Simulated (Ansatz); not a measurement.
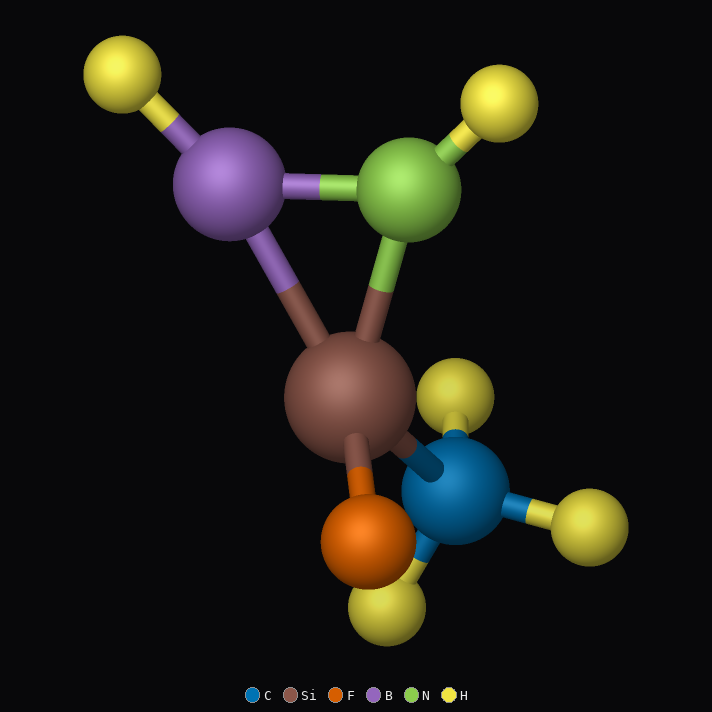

Computed geometry: PBE0-D4/def2-TZVP optimisation. No frequency run is at hand to confirm it as a minimum.

Draw it as a skeletal formula.

SMILES: C[Si@]1(F)BN1

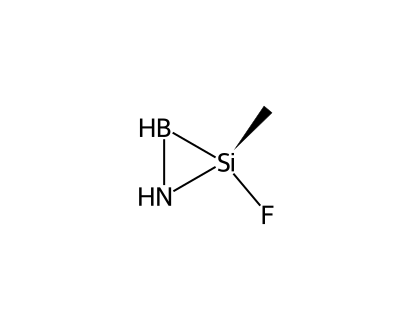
